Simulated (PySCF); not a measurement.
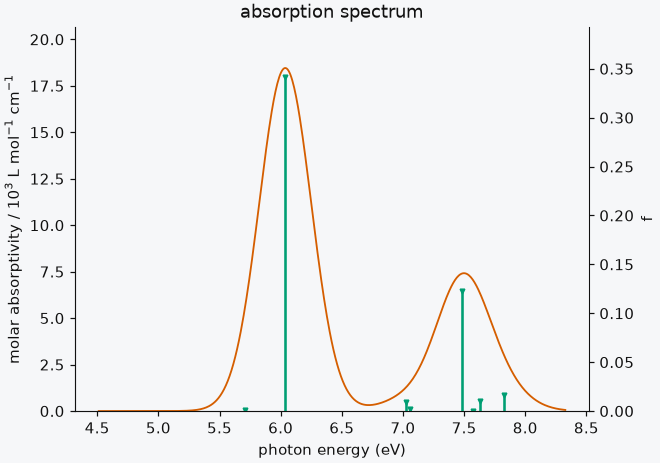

Computed absorption of C₅H₁₁BO, SMILES C=C(C)BOCC. Vertical TDDFT excitations, PBE0/def2-SVPD in PySCF 2.14.0, at a GFN2-xTB geometry (no frequency check), gas phase. Only the first 8 singlet excitations are included; each is broadened by a Gaussian of 1/e half-width 0.30 eV. Sticks give oscillator strengths (right axis).

### Which of the computed transitions is the brightest, and what character does the calculation give it?

S2 at 6.04 eV (205 nm), f = 0.342, mainly HOMO → LUMO (95 %).

### List the transitions behind the spectrum.

| state | E (eV) | λ (nm) | f | main character |
| --- | --- | --- | --- | --- |
| S1 | 5.71 | 217 | 0.001 | HOMO−1 → LUMO (99 %) |
| S2 | 6.04 | 205 | 0.342 | HOMO → LUMO (95 %) |
| S3 | 7.03 | 176 | 0.009 | HOMO → LUMO+1 (81 %) |
| S4 | 7.06 | 176 | 0.002 | HOMO−3 → LUMO (80 %) |
| S5 | 7.48 | 166 | 0.123 | HOMO−2 → LUMO (88 %) |
| S6 | 7.57 | 164 | 0.000 | HOMO−4 → LUMO (94 %) |
| S7 | 7.63 | 163 | 0.011 | HOMO → LUMO+2 (74 %) |
| S8 | 7.83 | 158 | 0.016 | HOMO−1 → LUMO+1 (94 %) |

Known limits of this run: states above the negative HOMO energy depend on the basis; the tight-binding geometry is rougher than a DFT one and adds to the error; one conformer of a flexible molecule; core orbitals are frozen in the response.
